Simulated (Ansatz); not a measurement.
# Calculations on SiHOClF

Part 1: Relaxation

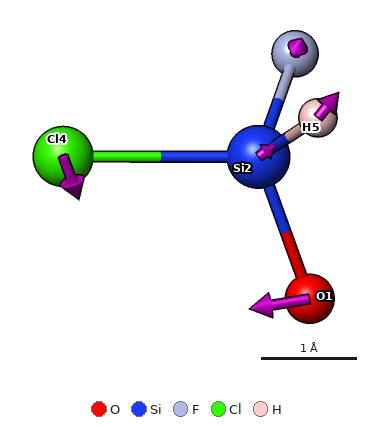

This is a relaxation of SiHOClF (multiplicity 2) (coarse preliminary run). The starting structure is drawn; purple arrows show the displacements, 3 times their true length. The two geometries are superimposed by the best rigid fit.

A ball-and-stick model, seen at a tilt.

All numbers below come from Ansatz 0.2.0, UKS PBE-D4/def2-SVP. (force threshold 0.03 eV/Å; at most 250 steps)

Question: What happened in the run?

Answer: The atom that moves furthest after the best rigid fit is the O atom (0.22 Å). By element the largest moves are O 0.22 Å, Cl 0.18 Å, H 0.12 Å, F 0.09 Å, Si 0.07 Å. Near-neighbour distances that change, for instance: F–Si 1.659 → 1.623 Å. Bond angles that change, for instance: O–Si–Cl 111.1° → 95.3°, O–Si–F 108.3° → 114.8°, O–Si–H 110.7° → 117.1°. The optimiser took 7 steps. The run took of the order of 30 core-seconds on a shared host.

Part 2: Relaxation

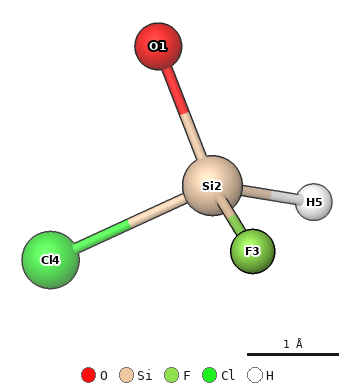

Starting structure of SiHOClF (multiplicity 2). Style: ball-and-stick. Shown at a tilt.

Method: UKS PBE0-D4/def2-TZVP in Ansatz.

Input
```yaml
crystal:
  periodic: [false, false, false]
  atoms:
    - {symbol: O, position_ang: [-1.505184, 0.558057, 0.268207]}
    - {symbol: Si, position_ang: [0.071426, 0.141992, -0.021471]}
    - {symbol: F, position_ang: [1.058988, 0.285885, 1.258920]}
    - {symbol: Cl, position_ang: [-0.321946, -1.865096, -0.377680]}
    - {symbol: H, position_ang: [0.746515, 0.805561, -1.169377]}
basis:
  gaussian: {orbitals: def2-TZVP}
magnetization: {spin_polarized: true, initial_magnetization: 1}
hamiltonian: {xc: pbe0, dispersion: d4}
relax: {f_tol: 0.005, max_steps: 200}
```

Q: Predict the outcome.

A: After 6 geometry steps the energy has fallen by 8.26 kJ/mol. The largest force component goes from 1.1 to 0.0042 eV/Å. The largest move after the best rigid fit is that of O1, 0.099 Å. Largest moves by element: O 0.099 Å, Cl 0.071 Å, H 0.064 Å, F 0.060 Å, Si 0.048 Å. Among the contacts that change: Si2–Cl4 2.076 → 2.025 Å, Si2–F3 1.623 → 1.580 Å, Si2–H5 1.488 → 1.470 Å, O1–Si2 1.656 → 1.648 Å. Among the angles between lasting bonds that change: O1–Si2–Cl4 95.3° → 102.2°, O1–Si2–H5 117.1° → 111.1°. The run took of the order of 3 core-minutes on a shared host.

The structure at the end:

```xyz
5

O    -1.4628    0.6475    0.2608
Si    0.0642    0.0943   -0.0196
F     1.0140    0.2554    1.2329
Cl   -0.2522   -1.8747   -0.3695
H     0.6866    0.8038   -1.1460
```

The end point in the same view:

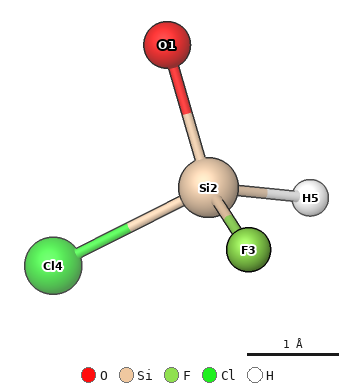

Part 3: Energy map

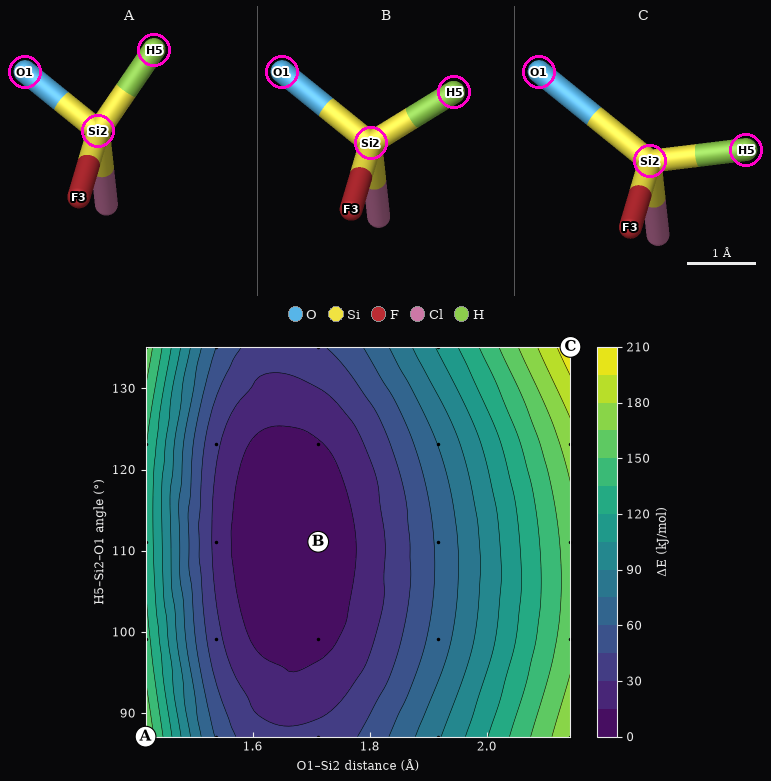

Energy scan for SiHOClF (multiplicity 2), in which the O–Si bond length and the H–Si–O angle are varied on a grid, with the rest of the molecule carried along rigidly. The map is interpolated between the computed points (dots). The lettered frames are marked on it. Style: stick. Shown onto the plane of the angle, with a slight tilt. The ringed atoms are those of the scanned coordinates.

Computed with Ansatz: CCSD(T), basis def2-TZVPP, on geometries moved rigidly from the minimum at PBE0-D4/def2-TZVP. Coupled cluster with a frozen core. Energies are counted from the PBE0-D4/def2-TZVP minimum geometry at the same level.

Where is the lowest point of the map, and what else does it tell?

In pairs of (O1–Si2 distance (Å); H5–Si2–O1 angle (°)): the lowest computed point lies at (1.712, 111.1) (3.6 kJ/mol), the highest at (2.143, 135.1) (205.3 kJ/mol).  Over the ranges scanned the energy rises more along the first axis, the O–Si bond length. The frames lie at A (1.417, 87.1): 162.9 kJ/mol, B (1.712, 111.1): 3.6 kJ/mol, C (2.143, 135.1): 205.3 kJ/mol.
